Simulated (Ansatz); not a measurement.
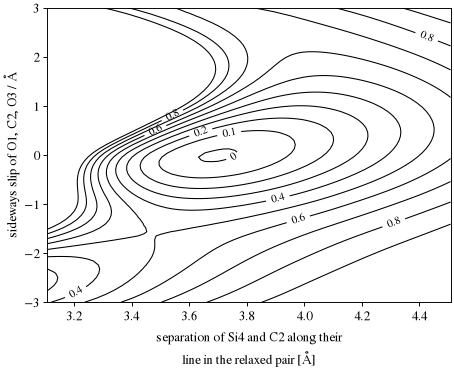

Energy landscape of the pair CO₂···H₄Si. First axis: separation of Si4 and C2 along their line in the relaxed pair. Second axis: sideways slip of O1, C2, O3. Nothing is relaxed (both partners rigid). The scan uses a 13 × 13 grid. Points are written as (first, second). All energies are given in kcal/mol relative to the lowest grid point. The calculation used Ansatz 0.2.0, RKS PBE0-D4/def2-SVPD.

The picture shows contour lines labelled in kcal/mol (none above 0.9). Between grid points the surface is interpolated. 

**Describe this landscape.**

The lowest grid point is at (3.766 Å, 0.0 Å). The energy also falls towards the edge at (3.108 Å, −2.5 Å) (0.27 kcal/mol above the lowest), where a further well may lie outside the range. The highest grid point, (3.108 Å, 1.5 Å), lies 6.97 kcal/mol above the lowest. Round the minimum the valley is somewhat tilted: raising the first coordinate shifts the best value of sideways slip of O1, C2, O3 upwards (coupling k₁₂/√(k₁₁k₂₂) about −0.4).

Grid values (kcal/mol):

```
second ↓, first →  3.108  3.151  3.222  3.309  3.409  3.519  3.638  3.766  3.902  4.044  4.193  4.347  4.508
              3.0   1.29   1.18   1.03   0.89   0.78   0.71   0.68   0.69   0.72   0.77   0.84   0.90   0.97
              2.5   2.93   2.58   2.10   1.65   1.26   0.98   0.79   0.68   0.65   0.67   0.71   0.78   0.86
              2.0   5.37   4.66   3.68   2.76   1.98   1.40   1.00   0.75   0.62   0.58   0.61   0.67   0.75
              1.5   6.97   5.99   4.65   3.39   2.34   1.56   1.03   0.70   0.52   0.47   0.49   0.56   0.66
              1.0   6.19   5.26   4.00   2.82   1.86   1.16   0.70   0.43   0.32   0.30   0.36   0.46   0.58
              0.5   3.80   3.16   2.31   1.53   0.91   0.48   0.23   0.11   0.11   0.17   0.28   0.41   0.55
              0.0   2.01   1.62   1.10   0.64   0.30   0.09   0.00   0.00   0.07   0.18   0.31   0.45   0.59
             −0.5   1.52   1.23   0.85   0.52   0.29   0.16   0.11   0.14   0.22   0.33   0.45   0.57   0.69
             −1.0   1.35   1.14   0.87   0.63   0.47   0.37   0.35   0.38   0.45   0.53   0.62   0.72   0.81
             −1.5   0.91   0.81   0.68   0.58   0.51   0.49   0.51   0.55   0.62   0.69   0.77   0.84   0.92
             −2.0   0.44   0.43   0.43   0.44   0.47   0.52   0.58   0.66   0.73   0.80   0.88   0.94   1.00
             −2.5   0.27   0.31   0.36   0.42   0.50   0.59   0.67   0.75   0.83   0.90   0.96   1.02   1.07
             −3.0   0.39   0.43   0.49   0.56   0.63   0.71   0.79   0.86   0.92   0.98   1.03   1.08   1.12
```

The whole map (169 points run) took 11 min on 1 thread of Intel(R) Xeon(R) Platinum 8375C CPU @ 2.90GHz (Ice Lake), with other jobs on the host.
